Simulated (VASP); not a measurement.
Band structure of WB (relaxed from the NiAs type structure, space group P6_3/mmc). Computed with PBE GGA, VASP's PBE PAW potentials (set 64) (plane waves; VASP).

Unless said otherwise, spin-orbit coupling is left out, though it shifts the bands of the heavy elements here.

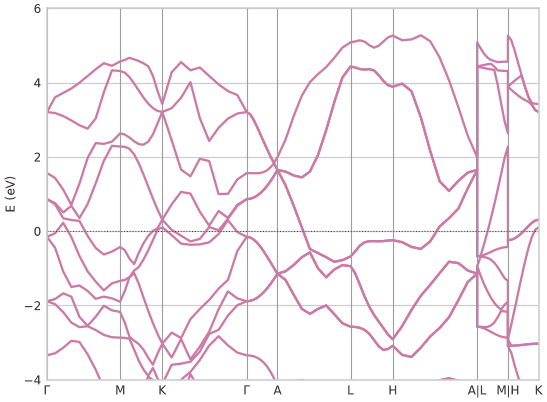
Figure: Bands along high-symmetry lines, zero at the valence-band maximum or, without a gap, the Fermi level

Read the plot: is there a gap, and where are the band edges?

It has no gap at this level: it comes out as a metal or semimetal. (Edges off the drawn lines would not show.)

The structure was generated: WB was put into the NiAs type type (P6_3/mmc), which need not be its known phase. It was relaxed first, which changed the volume by -36 %.
